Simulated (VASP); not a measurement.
Band structure of GeSe (space group F-43m). All values below come from PBE GGA, VASP's PBE PAW potentials (set 64) (plane waves; VASP 6.6.1).

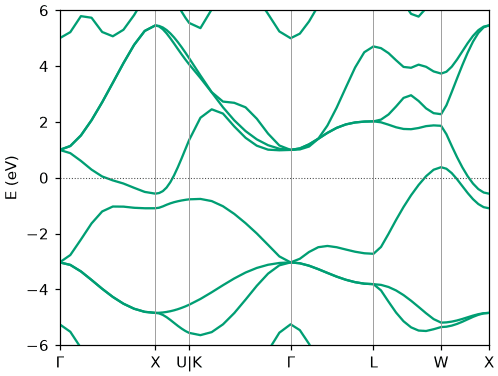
Figure. Bands along high-symmetry lines, zero at the valence-band maximum or, without a gap, the Fermi level

Read the plot: is there a gap, and where are the band edges?

It has no gap at this level: it comes out as a metal or semimetal.

The structure was generated: GeSe was put into an ordered model structure, which need not be its known phase. The cell was not relaxed at this level. The k-mesh is coarse (spacing up to 0.37 per Å, 2π included), so the numbers may not be converged in it.
